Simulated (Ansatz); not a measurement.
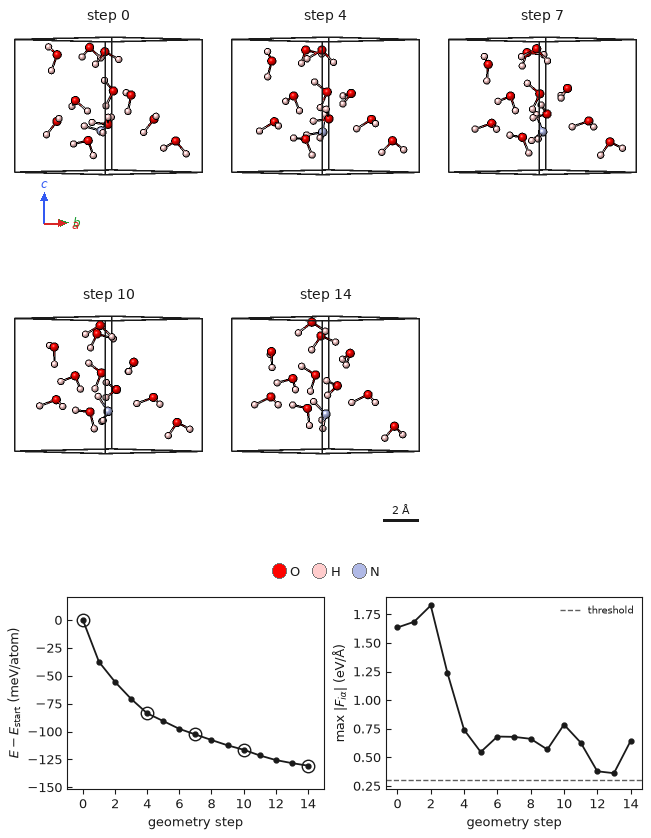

Frames of a relaxation of an amorphous cell of composition H23NO10, marked on the history of the run. Style: ball-and-stick. Shown: the cell of the calculation, from a free direction.

The cell holds 10 H2O + 1 NH3. The run prepares the start of a later molecular dynamics calculation, from a guessed geometry.

Method: DFT PBE-D3(BJ), scalar-relativistic, plane waves, PAW in Ansatz 0.2.0.

Input
```yaml
accuracy: low
crystal:
  lattice:
    - [7.609936, 0.0, 0.0]
    - [0.0, 7.609936, 0.0]
    - [0.0, 0.0, 7.609936]
  atoms:
    - { symbol: O, position: [0.33441, 0.1258285, 0.888585] }
    - { symbol: H, position: [0.2219716, 0.1423571, 0.9458884] }
    - { symbol: H, position: [0.3037734, 0.0954491, 0.7688446] }
    - { symbol: O, position: [0.547211, 0.4181278, 0.9104332] }
    - { symbol: H, position: [0.5888721, 0.5226175, 0.850889] }
    - { symbol: H, position: [0.5367463, 0.3318223, 0.8174755] }
    - { symbol: O, position: [0.7076647, 0.9987068, 0.2304687] }
    - { symbol: H, position: [0.7439111, 1.0728903, 0.1336065] }
    - { symbol: H, position: [0.698917, 0.8827116, 0.1788172] }
    - { symbol: O, position: [0.6693033, 0.5751495, 0.5832966] }
    - { symbol: H, position: [0.5554495, 0.6299802, 0.5984686] }
    - { symbol: H, position: [0.6708768, 0.5408567, 0.4607373] }
    - { symbol: O, position: [0.4181654, 0.0455749, 0.3891935] }
    - { symbol: H, position: [0.3628653, -0.0105032, 0.2892115] }
    - { symbol: H, position: [0.5192946, -0.0277549, 0.4135846] }
    - { symbol: O, position: [0.0224829, 0.9952753, 0.5952506] }
    - { symbol: H, position: [-0.0009413, 0.9404302, 0.4828112] }
    - { symbol: H, position: [0.0296981, 0.8974298, 0.6763276] }
    - { symbol: O, position: [0.3893791, 0.3937559, 0.2384672] }
    - { symbol: H, position: [0.3576396, 0.2728906, 0.2143123] }
    - { symbol: H, position: [0.3863817, 0.4497968, 0.1242319] }
    - { symbol: O, position: [0.1649157, 0.6174695, 0.9317433] }
    - { symbol: H, position: [0.1838379, 0.7141527, 0.8511604] }
    - { symbol: H, position: [0.1933566, 0.5141436, 0.8630836] }
    - { symbol: O, position: [0.1898602, 0.448079, 0.534983] }
    - { symbol: H, position: [0.2841216, 0.4850028, 0.4578424] }
    - { symbol: H, position: [0.0873093, 0.5078932, 0.4891045] }
    - { symbol: O, position: [0.7431624, 0.2678718, 0.369416] }
    - { symbol: H, position: [0.8274383, 0.1906286, 0.4253652] }
    - { symbol: H, position: [0.6320912, 0.2072095, 0.3829273] }
    - { symbol: "N", position: [0.1651742, 0.7368779, 0.301004] }
    - { symbol: H, position: [0.2711149, 0.6560511, 0.2911921] }
    - { symbol: H, position: [0.1894005, 0.8182253, 0.4041949] }
    - { symbol: H, position: [0.0622918, 0.6597421, 0.3373078] }
basis:
  ecutwfc: 420.0
kpoints:
  mp_grid: { grid: [1, 1, 1] }
hamiltonian:
  xc: pbe
  dispersion: d3bj
scf:
  occupations: { method: fermi_dirac, width: 0.02 }
  lower_state_search: "off"
relax:
  f_tol: 0.3
  max_steps: 15
  adjacent_minimum: "off"
```

Launched with:
```bash
ansatz run input.yaml --threads 1 --pin off --max-ram 3072MiB --backend cpu --events-out ev --progress --plain --runs-dir out
```

### Describe the path.

The relaxation stopped without meeting its thresholds, so the last structure isn't shown to be converged. It used up its limit of 15 steps. Over 14 geometry steps the energy falls by 131 meV per atom. Largest force component: 1.6 eV/Å at the start, 0.64 eV/Å at the end. The largest move is that of H34, 1.70 Å roughly along [0 3 −2]. By element the largest moves are H 1.70 Å, O 1.24 Å, N 0.50 Å. The lattice vectors keep their values. Some distances before and after: O13–H14 0.969 → 1.037 Å, O10–H12 0.969 → 0.998 Å, N31–H32 1.017 → 1.042 Å, O19–H21 0.969 → 0.990 Å. Among the angles between lasting bonds that change: H33–N31–H34 106.3° → 108.9°, H32–N31–H34 106.3° → 103.9°. The run took 48 s on 1 thread of Arm Neoverse V1 (shared host), peak memory 0.43 GiB. From step 0 to 4: H34 moves most (0.73 Å), energy −83.7 meV per atom. From step 4 to 7: H34 moves most (0.58 Å), energy −18.9 meV per atom. From step 7 to 10: H2 moves most (0.57 Å), energy −13.7 meV per atom. From step 10 to 14: H11 moves most (0.72 Å), energy −14.3 meV per atom.

Limits of the set-up: the program's low-accuracy preset was used; the periodic images lie only 7.6 Å apart, so the values are limited by the cell's size.
